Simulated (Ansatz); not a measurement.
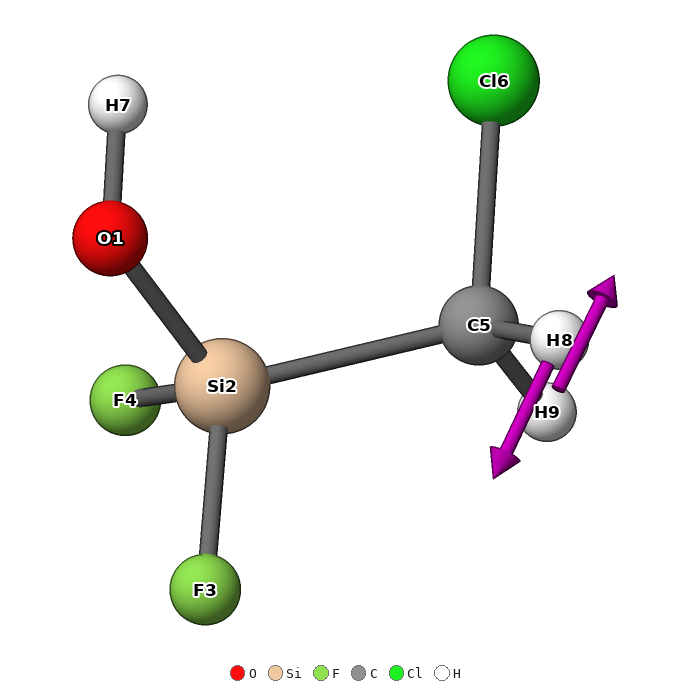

The arrows show one normal mode. Harmonic vibrations computed with RKS PBE0-D4/def2-TZVP (Ansatz 0.2.0) at a stationary point of the same level.

What kind of motion is it?

Answer. Mostly Cl–C–H bending.

At what wavenumber does it lie?

Answer. 1124 cm⁻¹; it is mode 16 of 21 counted from the lowest.
